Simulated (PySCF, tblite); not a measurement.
**C₃H₈BN₃O₂: geometry, infrared bands and NMR shifts**

Aim: predict the infrared bands and NMR shifts of C₃H₈BN₃O₂ (`CNB(N)NC(=O)C=O`).

Programs: tblite 0.8.0 and PySCF 2.14.0, with density-fitted response routines of our own. Each step states its level of theory. These are calculated values for one molecule in the gas phase, unless marked as measured. Atoms count from 0, in the outputs and in this text.

**1. The starting structure**

17 atoms, charge 0, multiplicity 1; geometry from: force field or distance geometry start.

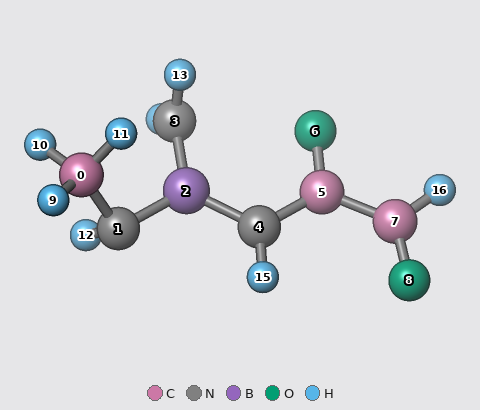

As it starts; carbon pink, nitrogen grey, boron purple, oxygen teal, hydrogen blue, atoms numbered; sticks join atoms by distance.

**2. Optimising the geometry with GFN2-xTB**

Job settings and geometry (Å):

```
{"job": {"kind": "relax", "xc": "GFN2-xTB", "basis": "xTB"}, "charge": 0, "multiplicity": 1}
C     -2.497300    -0.939600     0.323600
N     -1.342400    -1.316800    -0.489000
B     -0.358100    -0.160300    -0.329500
N     -0.897200     1.188700    -0.657600
N      1.075900    -0.460200     0.100000
C      1.986400     0.611900     0.230600
O      1.573700     1.799600    -0.005500
C      3.389800     0.451800     0.634700
O      3.927700    -0.646000     0.890000
H     -2.970400    -1.827400     0.805600
H     -3.276600    -0.422400    -0.311600
H     -2.175600    -0.178200     1.063500
H     -1.676200    -1.276500    -1.463900
H     -1.228700     1.770500     0.101000
H     -0.928000     1.522200    -1.605900
H      1.383600    -1.449100     0.290400
H      4.006300     1.343900     0.712500
```

The run is started by

```
> OMP_NUM_THREADS=1 python probes_run.py task.json out
```

One launch serves the whole session: the jobs run in the order shown.

**Question.** This job is followed by: GFN2-xTB harmonic vibrations, gas phase; GIAO PBE0/pcSseg-1 NMR shielding, non-relativistic, gas phase. Predict these results of the whole session: strongest single infrared mode (GFN2-xTB); zero-point energy (GFN2-xTB); 13C shifts against TMS (PBE0/pcSseg-1); 1H shifts against TMS (PBE0/pcSseg-1, means over atoms taken as alike); 15N shifts against NH3 (PBE0/pcSseg-1); 11B shifts against BF3·OEt2 (PBE0/pcSseg-1); 17O shifts against H2O (PBE0/pcSseg-1).

**Answer**, as computed:

| quantity | value |
| --- | --- |
| strongest single infrared mode (GFN2-xTB) | 1731 cm⁻¹, 495 km/mol |
| zero-point energy (GFN2-xTB) | 80.2 kcal/mol |
| 13C shifts against TMS (PBE0/pcSseg-1) | 200.4, 166.3, 30.3 ppm |
| 1H shifts against TMS (PBE0/pcSseg-1, means over atoms taken as alike) | 9.29, 6.43, 3.66, 2.83, 1.31 ppm |
| 15N shifts against NH3 (PBE0/pcSseg-1) | 130.8, 58.6, 54.0 ppm |
| 11B shifts against BF3·OEt2 (PBE0/pcSseg-1) | 18.7 ppm |
| 17O shifts against H2O (PBE0/pcSseg-1) | 686.0, 404.2 ppm |

**Reading.** Over 178 steps the energy fell by 2.695 eV; of the close pairs, N1–B2 changed most, 1.527 to 1.406 Å. No mode is imaginary among the 45: a minimum at this level. The strongest single mode, at 1731 cm⁻¹, moves mainly C5. Unscaled tight-binding wavenumbers are off by several per cent, some by more. Its intensities can rank the bands wrongly. At PBE0/pcSseg-1: The widest tensor belongs to O8: span 1322 ppm, with a paramagnetic part of -754 ppm.
